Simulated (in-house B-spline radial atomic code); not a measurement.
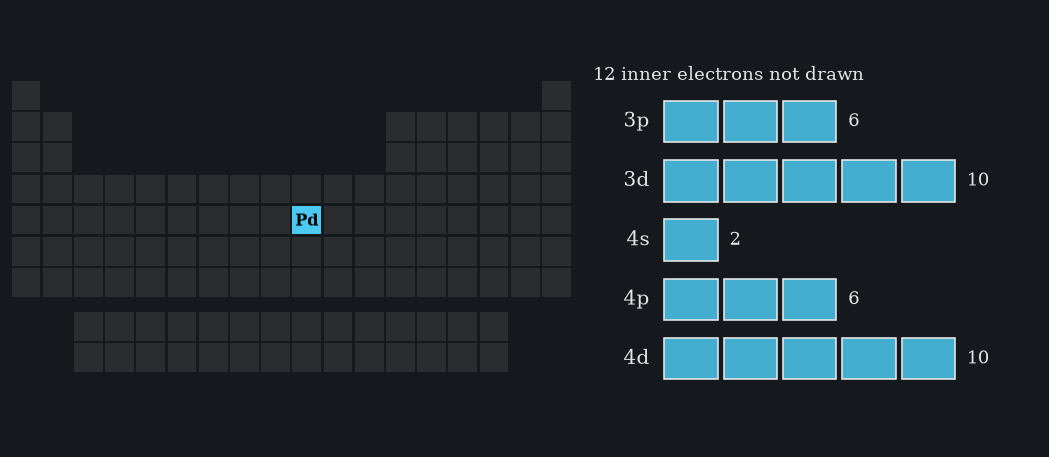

*Left, the place of palladium in the periodic table; right, the outer shells as the input fills them: a box for each of the 2l + 1 orbitals, shaded by the share of the shell that is filled, with the electron count at the right.*

Run report: Pd, RPA and GW calculation

- system: Pd, configuration [Kr] 4d10.
- method: RPA, second-order and SOSEX correlation energies and G0W0 (contour deformation) on a scalar-relativistic (spin-free one-electron X2C) mean field, all electrons, B-spline basis (in-house B-spline radial atomic code)

**The input**
```
Z = 46
electrons = 46.0
configuration = [Kr] 4d10
hamiltonian = x2c
method = oep
lmax = 9
rms_radius = 4.5318
spin_polarised = False
box_radius = 40.0
intervals = 108
```

Hardware: 1 thread of Arm Neoverse N1, 16 GiB of memory available, shared host.

The run was one of a batch that the task file lists, launched with:
```bash
python <driver script> task.json out
```

The program writes its results to a structured record and prints no log; tables and figures of this report are taken from that record.

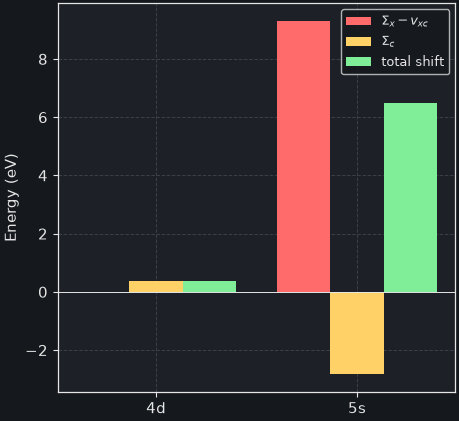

*Parts of the G₀W₀ correction to each level for neutral palladium ([Kr] 4d¹⁰). All-electron spherical atom, scalar X2C, exchange-only OEP start, no spin-orbit coupling, Breit or QED terms; computed with a B-spline radial code. The quasi-particle equation is solved at full frequency; levels of low quasi-particle weight Z are left out. Σ columns are in eV, and Σc holds an estimate for the angular momenta beyond the basis.*

G₀W₀ moves the highest occupied level, 4d, from −8.89 to −8.53 eV (renormalisation factor Z = 0.83). The empty level 5s goes from −7.34 to −0.85 eV.

```tsv
Level	Mean field (eV)	Σx − vxc (eV)	Σc (eV)	Z	G₀W₀ (eV)
4d	−8.89	0.00	0.37	0.83	−8.53
5s	−7.34	9.31	−2.83	0.69	−0.85
```

**Results in brief**

| quantity | value |
| --- | --- |
| outcome | converged |
| mean-field total energy | −5042.78775 hartree |
| total energy with exact exchange alone | −5042.78775 hartree |
| exact exchange energy | −142.96694 hartree |
| RPA correlation, extrapolated in the angular momentum of the empty orbitals | −3.59954 hartree |
| RPA correlation, as summed | −3.54417 hartree |
| direct second-order term | −4.22927 hartree |
| second-order exchange term | 1.17111 hartree |
| SOSEX term | 1.06652 hartree |
| wall time | 14 s |

**Remarks**

Limits: spin-orbit coupling, Breit and QED terms are absent.
